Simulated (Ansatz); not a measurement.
Consider FGaH4OSi2.

```yaml
atoms:
  - { symbol: F, position_ang: [0.7017, 3.4548, 1.5051] }
  - { symbol: Ga, position_ang: [2.8229, -1.6386, -1.3936] }
  - { symbol: O, position_ang: [1.9538, -0.6558, -0.1438] }
  - { symbol: Si, position_ang: [1.4408, 2.4700, 0.4292] }
  - { symbol: Si, position_ang: [1.1632, 0.2168, 1.0195] }
  - { symbol: H, position_ang: [0.8577, 2.7448, -0.9205] }
  - { symbol: H, position_ang: [2.8902, 2.8376, 0.3906] }
  - { symbol: H, position_ang: [1.7373, -0.0407, 2.3788] }
  - { symbol: H, position_ang: [-0.2920, -0.1342, 1.0694] }
```

Geometry: PBE0-D3(BJ)/def2-SVP.

Level of theory: isolated molecule in a Gaussian basis; Kohn-Sham density functional theory, functional PBE0 in Ansatz.

Question: What can the converged electron density and electron localisation function tell about the bonding?

Answer: Si–F (1.64 Å): ρ is about 1.1 e/Å³ halfway; the ELF peaks at about 0.85 in the valence shell of F, 0.6 Å from its nucleus, and is about 0.55 at the midpoint.
Si–O (1.66 Å): ρ at the midpoint is about 1.1 e/Å³; the ELF peaks at about 0.85 between the atoms (a shared but strongly polarised pair).
Ga–O (1.81 Å): ρ is about 0.81 e/Å³ halfway; the ELF peaks at about 0.80 in the valence shell of O, 0.5 Å from its nucleus, and is about 0.20 at the midpoint.
Si–Si (2.35 Å): ρ is about 0.66 e/Å³ halfway; the ELF peaks at about 1 between the atoms, as expected for a shared electron pair.

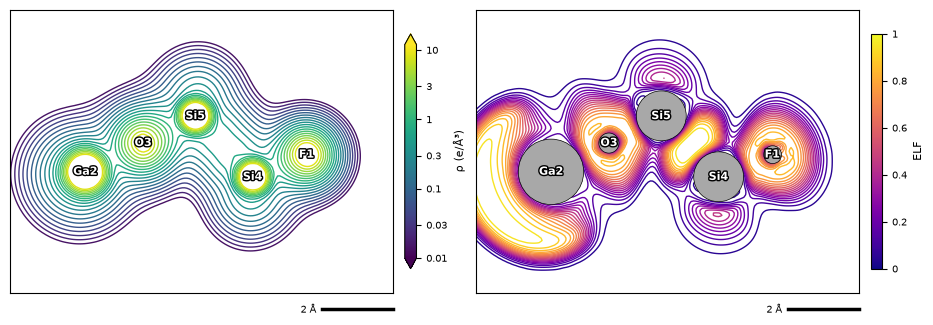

Computed electron density and electron localisation function on the plane of atoms F1, Si4 and Si5, in this order. Grey discs cover the atomic cores in the ELF map. 
